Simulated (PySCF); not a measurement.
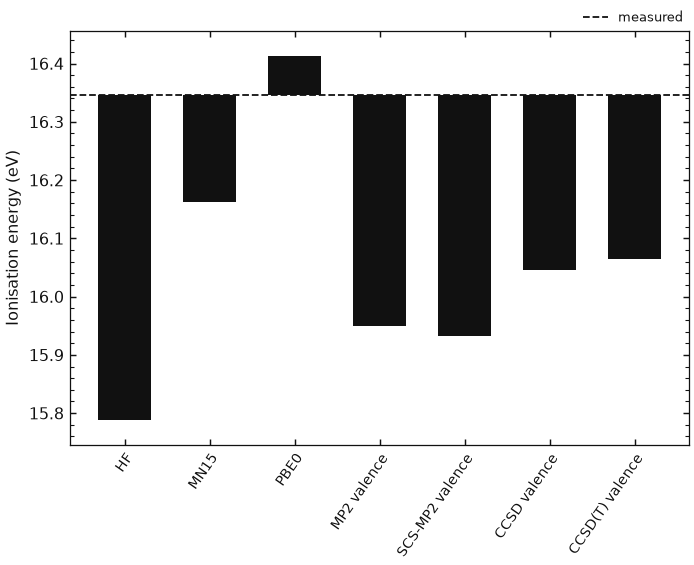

The ionisation energy of Si⁺ ([Ne] 3s² 3p → [Ne] 3s²) across levels of theory. PySCF, x2c-SVPall, spin-free X2C-1e, unrestricted single determinants, no spin-orbit coupling. Methods marked “valence” freeze 10 core electrons.

Q: Which methods come out highest, lowest and best?

A: The values run from 15.789 eV (HF) to 16.412 eV (PBE0). The measured value is 16.346 eV; nearest to it come PBE0 (+0.067) and MN15 (−0.183), furthest HF (−0.557 eV).

```
         Method  Ionisation energy (eV)
             HF                  15.789
           MN15                  16.163
           PBE0                  16.412
    MP2 valence                  15.950
SCS-MP2 valence                  15.932
   CCSD valence                  16.046
CCSD(T) valence                  16.064
```

Known limits: spin-orbit shift not estimated.
